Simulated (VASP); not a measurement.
# SrMoO4: structure and properties in VASP, part 2 of 2

How well does PBEsol reproduce what experiment finds for SrMoO4? The cell is relaxed first, and properties follow on it. The start is a cell from a database of measured crystal structures.

VASP 6.6.1; PBEsol; plane waves and PAW (Sr_sv, Mo_sv, O).

So far, gap on the k-mesh (eV): step 2 (relaxing cell and atoms (PBEsol)) 3.70; step 3 (second relaxation) 3.70; step 6 (total and projected DOS (PBEsol)) 3.70; step 7 (volume scan with PBEsol, volume scale 0.94) 3.99.

## (8) Volume scan with PBEsol, volume scale 0.96

INCAR

```
SYSTEM = SrMoO4
PREC = Accurate
ENCUT = 520
EDIFF = 1E-06
NELM = 100
ISMEAR = 0
SIGMA = 0.05
LREAL = .FALSE.
ALGO = Normal
GGA = PS
NBANDS = 60
LASPH = .TRUE.
LORBIT = 11
LWAVE = .FALSE.
LCHARG = .FALSE.
KPAR = 8
ISIF = 2
```

POSCAR

```
SrMoO4
1.0
   -5.3176224642      0.0000000003      0.0000000000
    0.0000000003      5.3176224642      0.0000000000
    2.6588112319     -2.6588112323     -5.8753797888
Sr Mo O
2 2 8
Direct
    0.7500000000      0.2500000000      0.5000000000
    0.0000000000      0.0000000000      0.0000000000
    0.2500000000      0.7500000000      0.5000000000
    0.5000000000      0.5000000000      0.0000000000
    0.0951284501      0.6930333090      0.6645803170
    0.4430333090      0.8194518669      0.1645803170
    0.5694518669      0.9715470080      0.6645803170
    0.7215470080      0.3451284501      0.1645803170
    0.6548715499      0.5569666910      0.8354196830
    0.3069666910      0.4305481331      0.3354196830
    0.1805481331      0.2784529920      0.8354196830
    0.0284529920      0.9048715499      0.3354196830
```

KPOINTS

```
Automatic mesh
0
Gamma
6 6 6
0 0 0
```

The projector-augmented-wave data sets are Sr_sv, Mo_sv and O (PBE family, release 64).

Command:

```sh
$ mpirun -np 8 vasp_std
```

Wall time 67 s (8 MPI ranks of Intel Xeon Platinum 8259CL at 2.50GHz (Skylake/Cascade Lake), shared host); peak memory 4 GiB.

Numbers from this step:

- free energy (TOTEN): -99.8869 eV
- Fermi energy: 2.205 eV
- pressure: 7.013 GPa
- gap on the k-mesh: 3.892 eV
- least direct gap on the k-mesh: 3.892 eV

Force by atom:

```
atom  x (eV/Å)  y (eV/Å)  z (eV/Å)   size
 Sr1     0.000     0.000     0.000  0.000
 Sr2     0.000     0.000     0.000  0.000
 Mo3     0.000     0.000     0.000  0.000
 Mo4     0.000     0.000     0.000  0.000
  O5     0.669    -0.421    -0.540  0.957
  O6     0.421     0.669    -0.540  0.957
  O7    -0.669     0.421    -0.540  0.957
  O8    -0.421    -0.669    -0.540  0.957
  O9    -0.669     0.421     0.540  0.957
 O10    -0.421    -0.669     0.540  0.957
 O11     0.669    -0.421     0.540  0.957
 O12     0.421     0.669     0.540  0.957
```

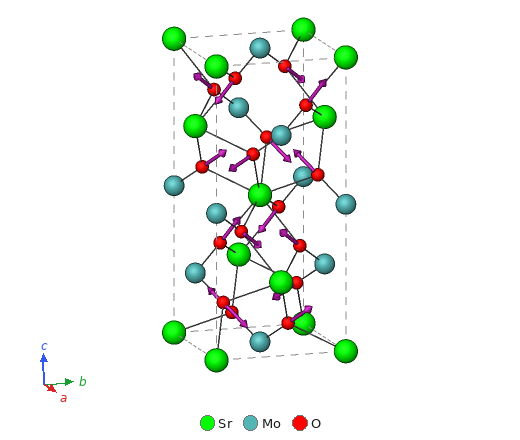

Force as arrows, the longest 0.957 eV/Å. Some periodic images of atoms are drawn too.

The pressure falls from 11.14 to 7.01 GPa.

## (9) Volume scan with PBEsol, volume scale 0.98

INCAR is that of step 8.

POSCAR, as its differences from that of step 8:

```diff
@@ -2,5 +2,5 @@
 1.0
-   -5.3176224642      0.0000000003      0.0000000000
-    0.0000000003      5.3176224642      0.0000000000
-    2.6588112319     -2.6588112323     -5.8753797888
+   -5.3542968815      0.0000000003      0.0000000000
+    0.0000000003      5.3542968815      0.0000000000
+    2.6771484406     -2.6771484410     -5.9159009299
 Sr Mo O
```

KPOINTS is that of step 8.

Command:

```sh
$ mpirun -np 8 vasp_std
```

Wall time 69 s (8 MPI ranks); peak memory 4.1 GiB; 9 min of CPU time.

The pressure falls from 7.01 to 3.30 GPa.

The run ends at a pressure of 3.30 GPa, with forces up to 0.46 eV/Å.

## (10) Volume scan with PBEsol, volume scale 1

INCAR is that of step 9.

POSCAR, as its differences from that of step 9:

```diff
@@ -2,5 +2,5 @@
 1.0
-   -5.3542968815      0.0000000003      0.0000000000
-    0.0000000003      5.3542968815      0.0000000000
-    2.6771484406     -2.6771484410     -5.9159009299
+   -5.3904756606      0.0000000003      0.0000000000
+    0.0000000003      5.3904756606      0.0000000000
+    2.6952378301     -2.6952378305     -5.9558744460
 Sr Mo O
```

KPOINTS is that of step 9.

Command:

```sh
$ mpirun -np 8 vasp_std
```

Elapsed: 74 s, on 8 MPI ranks; peak memory 4.2 GiB; 9.3 min of CPU time.

The pressure falls from 3.30 to -0.05 GPa.

The run ends at a pressure of -0.05 GPa, with forces up to 0.0089 eV/Å.

## (11) Volume scan with PBEsol, volume scale 1.02

INCAR is that of step 10.

POSCAR, as its differences from that of step 10:

```diff
@@ -2,5 +2,5 @@
 1.0
-   -5.3904756606      0.0000000003      0.0000000000
-    0.0000000003      5.3904756606      0.0000000000
-    2.6952378301     -2.6952378305     -5.9558744460
+   -5.4261752153      0.0000000003      0.0000000000
+    0.0000000003      5.4261752153      0.0000000000
+    2.7130876074     -2.7130876078     -5.9953184726
 Sr Mo O
```

KPOINTS is that of step 10.

Command:

```sh
$ mpirun -np 8 vasp_std
```

Elapsed: 75 s, on 8 MPI ranks; peak memory 4.2 GiB; 9.3 min of CPU time.

The pressure falls from -0.05 to -3.05 GPa.

The run ends at a pressure of -3.05 GPa, with forces up to 0.44 eV/Å.

## (12) Volume scan with PBEsol, volume scale 1.04

INCAR is that of step 11.

POSCAR, as its differences from that of step 11:

```diff
@@ -2,5 +2,5 @@
 1.0
-   -5.4261752153      0.0000000003      0.0000000000
-    0.0000000003      5.4261752153      0.0000000000
-    2.7130876074     -2.7130876078     -5.9953184726
+   -5.4614111066      0.0000000003      0.0000000000
+    0.0000000003      5.4614111066      0.0000000000
+    2.7307055531     -2.7307055535     -6.0342502029
 Sr Mo O
```

KPOINTS is that of step 11.

Command:

```sh
$ mpirun -np 8 vasp_std
```

Elapsed: 81 s, on 8 MPI ranks; peak memory 4.4 GiB.

The pressure falls from -3.05 to -5.76 GPa.

The run ends at a pressure of -5.76 GPa, with forces up to 0.84 eV/Å.

## (13) Volume scan with PBEsol, volume scale 1.06

A prediction first. A parabola through the 6 pressures of evenly scaled cells so far, P = -0.05 -159.1 t +350 t² GPa with t = ln(V/V₁) and V₁ the volume at scale 1, gives -8.13 GPa at t = +0.0583.

INCAR is that of step 12.

POSCAR, as its differences from that of step 12:

```diff
@@ -2,5 +2,5 @@
 1.0
-   -5.4614111066      0.0000000003      0.0000000000
-    0.0000000003      5.4614111066      0.0000000000
-    2.7307055531     -2.7307055535     -6.0342502029
+   -5.4961981025      0.0000000003      0.0000000000
+    0.0000000003      5.4961981025      0.0000000000
+    2.7480990510     -2.7480990515     -6.0726859539
 Sr Mo O
```

KPOINTS is that of step 12.

Command:

```sh
$ mpirun -np 8 vasp_std
```

It took 86 s on 8 MPI ranks; peak memory 4.4 GiB; 11 min of CPU time.

The pressure falls from -5.76 to -8.20 GPa. The parabola predicted -8.13 GPa, +0.07 GPa off.

## (14) Comparing the runs

Times are for 8 MPI ranks of Intel Xeon Platinum 8259CL at 2.50GHz (Skylake/Cascade Lake), shared host. The series side by side:

```
no.  volume scale  energy above the lowest point (meV/atom)  pressure (GPa)  gap on the k-mesh (eV)  time  memory (GiB)
  1          0.94                                     29.48           11.14                   3.994  62 s           4.0
  2          0.96                                     12.82           7.013                   3.892  67 s           4.0
  3          0.98                                      3.23           3.300                   3.792  69 s           4.1
  4             1                                         0        -0.04589                   3.696  74 s           4.2
  5          1.02                                      2.48          -3.054                   3.603  75 s           4.2
  6          1.04                                     10.13          -5.760                   3.513  81 s           4.4
  7          1.06                                      22.4          -8.196                   3.426  86 s           4.4
```

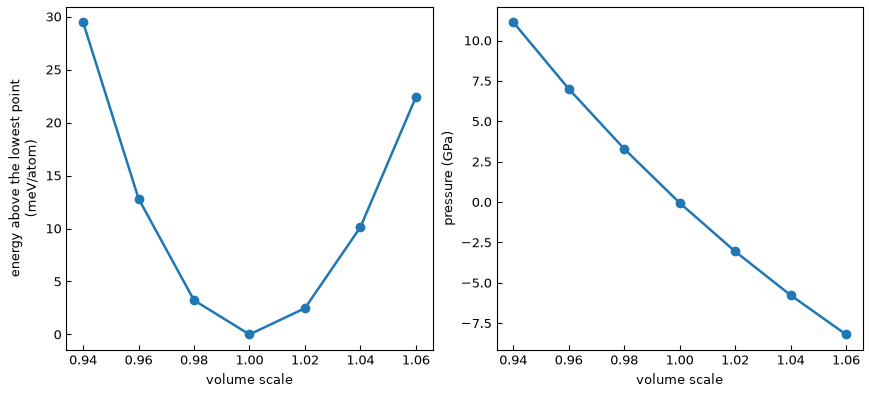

The series as plots.

## (15) Fit for PBEsol

This step: Birch-Murnaghan fit, PBEsol; plane waves and PAW (VASP 6.6.1).

No new run; the numbers come from the runs before.

Numbers from this step:

```
pressure derivative of the bulk modulus : 4.270
r.m.s. error of the fit                 : 2.91e-6 eV/atom
minimum inside the sampled range        : yes
bulk modulus                            : 158.1 GPa
equilibrium volume of the fit           : 14.44 Å³/atom
```

Energy above the fitted minimum against volume:

```
volume (Å³/atom)  energy above the fitted minimum (eV/atom)
          13.556                                     0.0295
          13.845                                     0.0128
          14.133                                    0.00324
          14.422                                     9.0e-6
          14.710                                    0.00249
          14.999                                     0.0101
          15.287                                     0.0224
```

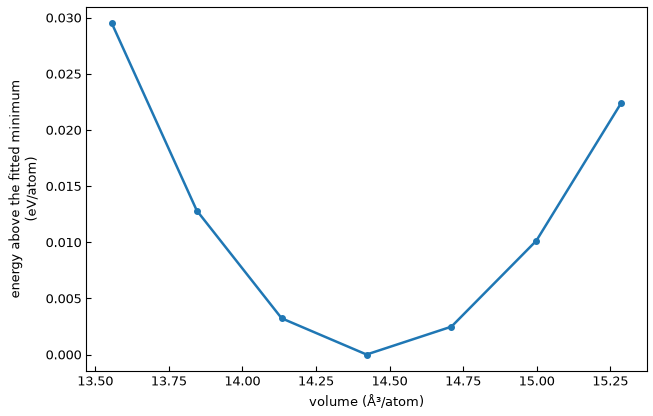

Energy above the fitted minimum, plotted against volume.

The fitted volume lies +0.10 % from the relaxed one. The atoms bear forces along the scan, since they were held; freeing them would lower the modulus.

## (16) Response to an electric field (PBEsol)

This step: PBEsol; plane waves and PAW (Sr_sv, Mo_sv, O) (VASP 6.6.1).

The response to a static field gives the electronic dielectric tensor and the Born charges. It needs tightly converged orbitals, hence the small EDIFF.

INCAR

```
SYSTEM = SrMoO4
PREC = Accurate
ENCUT = 520
EDIFF = 1E-08
NELM = 100
ISMEAR = 0
SIGMA = 0.01
LREAL = .FALSE.
ALGO = Normal
GGA = PS
NBANDS = 60
LASPH = .TRUE.
LORBIT = 11
LWAVE = .FALSE.
LCHARG = .FALSE.
KPAR = 8
LEPSILON = .TRUE.
```

POSCAR, as its differences from that of step 13:

```diff
@@ -2,5 +2,5 @@
 1.0
-   -5.4961981025      0.0000000003      0.0000000000
-    0.0000000003      5.4961981025      0.0000000000
-    2.7480990510     -2.7480990515     -6.0726859539
+   -5.3904756606      0.0000000003      0.0000000000
+    0.0000000003      5.3904756606      0.0000000000
+    2.6952378301     -2.6952378305     -5.9558744460
 Sr Mo O
```

KPOINTS

```
Automatic mesh
0
Gamma
7 7 7
0 0 0
```

Command:

```sh
$ mpirun -np 8 vasp_std
```

Run time: 42 min. Hardware: 8 MPI ranks; peak memory 17 GiB.

Energies printed during the response cycles are not total energies of the cell.

This step gave:

```yaml
irreducible_k_points: 52
fermi_energy: 1.756 eV
pressure: -0.04536 GPa
gap_on_the_k_mesh: 3.696 eV
least_direct_gap_on_the_k_mesh: 3.696 eV
```

Electronic dielectric tensor with local fields:

```
3.73 0.00 0.00
0.00 3.73 0.00
0.00 0.00 3.77
```

Born effective charge (e), principal values of the symmetric part by kind of site:

```
atom  atoms with these values    low  middle   high   mean
 Sr1                        2   2.78    3.00   3.00   2.92
 Mo3                        2   4.03    4.03   4.39   4.15
  O5                        8  -3.22   -1.13  -0.96  -1.77
```

In full for Mo3:

```
 4.03 -0.25  0.00
 0.25  4.03  0.00
 0.00  0.00  4.39
```

The Born charges sum to zero; the printed set may have that rule imposed, so this is no test. The Born charge of O depends strongly on direction, from -3.22 to -0.96 e, beside a nominal -2.

## (17) Optical spectrum (PBEsol)

LOPTICS sums transitions from filled to empty bands. The mesh is finer than in the run before. NBANDS is raised for it.

INCAR

```
SYSTEM = SrMoO4
PREC = Accurate
ENCUT = 520
EDIFF = 1E-06
NELM = 100
ISMEAR = 0
SIGMA = 0.05
LREAL = .FALSE.
ALGO = Normal
GGA = PS
NBANDS = 144
LASPH = .TRUE.
LORBIT = 11
LWAVE = .FALSE.
LCHARG = .FALSE.
KPAR = 8
LOPTICS = .TRUE.
NEDOS = 1500
CSHIFT = 0.1
```

POSCAR is that of step 16.

KPOINTS

```
Automatic mesh
0
Gamma
8 8 8
0 0 0
```

Command:

```sh
$ mpirun -np 8 vasp_std
```

Elapsed: 5.2 min, on 8 MPI ranks; peak memory 20 GiB.

These are independent-particle spectra without excitons or local fields, and fine structure depends on the mesh and on CSHIFT.

This step gave:

| Property | Result |
| --- | --- |
| SCF cycles | 15 |
| bands | 144 |
| irreducible k-points | 78 |
| free energy (TOTEN) | -100.0408 eV |
| Fermi energy | 1.823 eV |
| pressure | -0.04650 GPa |

The imaginary dielectric function has structure finer than the step of the table below, so its rows give means over 1 eV, whole bins alone (the curve runs from 0 to 25.0 eV). Peaks (eV: height): xx 4.8: 7.19, 7.8: 7.72, 9.8: 3.88, 21.6: 2.41; zz 4.5: 6.49, 7.4: 5.43, 9.0: 5.20, 23.4: 2.65.

The imaginary dielectric function by photon energy; means over each step:

```
photon energy (eV)      xx      zz
                 1  0.0187  0.0172
                 2  0.0482  0.0445
                 3   0.134   0.125
                 4    2.21    2.36
                 5    5.59    4.53
                 6    3.19    3.00
                 7    5.19    4.28
                 8    6.44    5.03
                 9    3.20    4.60
                10    3.30    2.95
                11    2.19    2.49
                12    1.53    1.74
                13    1.21    1.43
                14    1.10    1.29
                15   0.883    1.02
                16    1.08    1.11
                17    1.11    1.13
                18    1.24    1.25
                19    1.31    1.27
                20    1.28    1.27
                21    1.50    1.04
                22    1.88    1.40
                23    1.96    2.21
                24    1.96    2.10
```

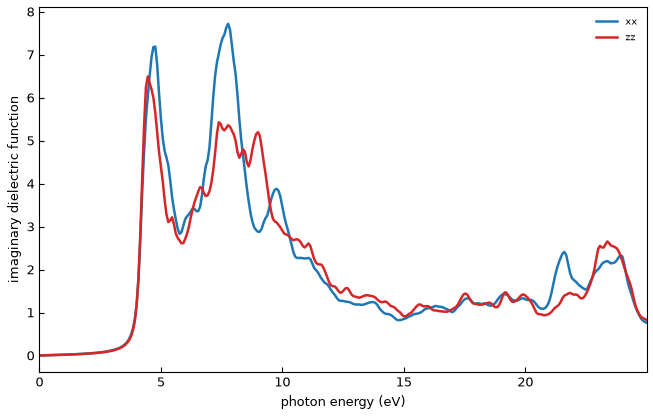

Imaginary dielectric function against photon energy.

The real dielectric function by photon energy:

```
photon energy (eV)       xx      zz
                 0     4.81    4.60
                 1     4.90    4.68
                 2     5.21    4.96
                 3     5.97    5.67
                 4     8.95    8.62
                 5     3.25    3.11
                 6     4.21    4.27
                 7     5.43    4.26
                 8   0.0178    1.95
                 9    0.327   0.778
                10   -0.405   0.117
                11  -0.0303   0.212
                12  -0.0603  0.0539
                13    0.435   0.430
                14    0.465   0.524
                15    0.929   0.743
                16     1.11   0.884
                17     1.15    1.16
                18     1.09   0.958
                19     1.21    1.21
                20     1.04   0.810
                21     1.67    1.15
                22    0.575    1.13
                23    0.779    1.38
                24   -0.434  -0.462
```

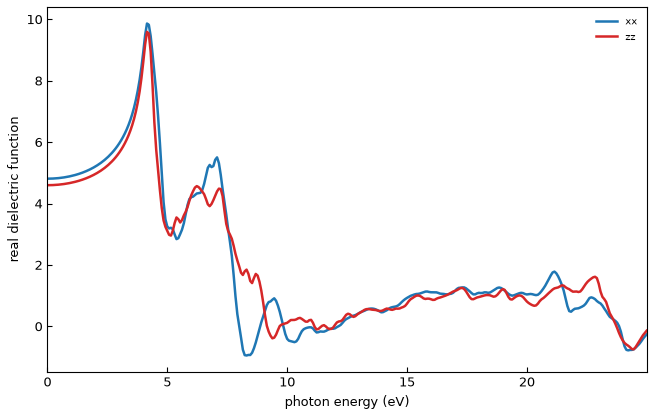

Real dielectric function, plotted against photon energy.

Its static limit, 4.74, stands beside 3.74 from the response with local fields; local fields, the finite band count and the meshes make the difference. The mean of ε2 over directions passes 5 % of its top at 3.69 eV, against a least direct gap of 3.70 eV on this mesh, so absorption sets in close to the direct gap.

## (18) Self-consistent run (PBEsol), changed input

A single point gives energy, forces and stress at these settings. Some settings are moved from the usual, to see what they do.

INCAR

```
SYSTEM = SrMoO4
PREC = Accurate
ENCUT = 520
EDIFF = 1E-06
NELM = 100
ISMEAR = 0
SIGMA = 0.05
LREAL = .FALSE.
ALGO = VeryFast
GGA = PS
NBANDS = 60
LASPH = .TRUE.
LORBIT = 11
LWAVE = .FALSE.
LCHARG = .FALSE.
KPAR = 8
ISIF = 2
NELMDL = -8
```

POSCAR is that of step 17.

KPOINTS

```
Automatic mesh
0
Gamma
6 6 6
0 0 0
```

Command:

```sh
$ mpirun -np 8 vasp_std
```

Wall time 2.6 min (8 MPI ranks); peak memory 4.3 GiB.

ALGO and NELMDL act on the way to self-consistency or on speed; a fully converged result doesn't depend on them, though slow mixing can meet EDIFF with the stress still off.

Numbers from this step:

* SCF cycles: 28
* bands: 60
* irreducible k-points: 36
* free energy (TOTEN): -100.0407 eV
* Fermi energy: 1.825 eV
* pressure: -0.02419 GPa

Against the sound run “volume scan with PBEsol”, the energy at zero smearing moves by +0.0 meV an atom, the pressure by +0.02 GPa and the gap by -0.00 eV.

## (19) Summary of results

```json
{
 "relaxed volume": "14.42 Å³/atom",
 "relaxed conventional cell a, b, c": "5.390, 5.390, 11.912 Å",
 "space group after relaxing, within 0.02 Å": "I4_1/a (No. 88)",
 "band gap": "3.70 eV, direct",
 "gap among the points of the DOS mesh alone, an upper bound": "3.70 eV",
 "bulk modulus from the fit": "158 GPa",
 "volume from the fit": "14.4 Å³/atom",
 "electronic dielectric constant, mean": "3.74",
 "strongest peak of ε2, mean over directions": "7.77 eV",
 "ε1 at zero frequency, no local fields, mean": "4.74"
}
```

With PBEsol, SrMoO4 relaxes to 14.42 Å³/atom in space group I4_1/a (held by the symmetry of the run), has a direct gap of 3.70 eV and has a bulk modulus of 158 GPa at fixed shape and positions, an upper bound. Against the listed cell the volume lies -1.5 % (a -0.2 %, c -1.1 %). Bands along the symmetry lines (PBEsol): On this path the gap is direct, 3.70 eV, with the valence top at Γ and the conduction bottom at Γ. Response to an electric field (PBEsol): The principal values of the electronic dielectric tensor with local fields are 3.73, 3.73 and 3.77. Response to an electric field (PBEsol): Mean Born effective charge: Sr1 2.92, Mo3 4.15, O5 -1.77 e. Semilocal functionals usually underestimate gaps. Spin-orbit coupling is left out; it would split some degenerate bands. No search among competing phases was made, and a listed structure need not be the one stable at ambient conditions. All values are for a static lattice at zero temperature.

Comparison with the measured values:

| quantity | measured | PBEsol |
| --- | --- | --- |
| lattice constant a (Å) | 5.394 | 5.390 (-0.1 %) |
| lattice constant c (Å) | 12.019 | 11.912 (-0.9 %) |

Measured values from arxiv:0708.0028 (2007).

**Verdict.** The lattice constant a is off by -0.1 %: good agreement. The lattice constant c is off by -0.9 %: fair agreement. The grades are ours: good and fair within 0.7 and 1.5 % for the lattice constant a and 0.8 and 2 % for the lattice constant c. Zero-point motion and thermal expansion are not in the computed lattice constants.

[Lines on the potential files, build, host, timing and source positions are cut from VASP's logs without a mark.]

[Logs are printed without paths, hosts, clocks, repeated set-up lines and the standing remarks that a program may print on its own settings, such as how far it seeks lower states.]

[Hosts, paths, dates, database ids (printed as entryN), source tags and the programs' standing remarks are cut or masked in the printed files.]

[A measured line is paired with the nearest computed mode of its activity, which favours agreement.]
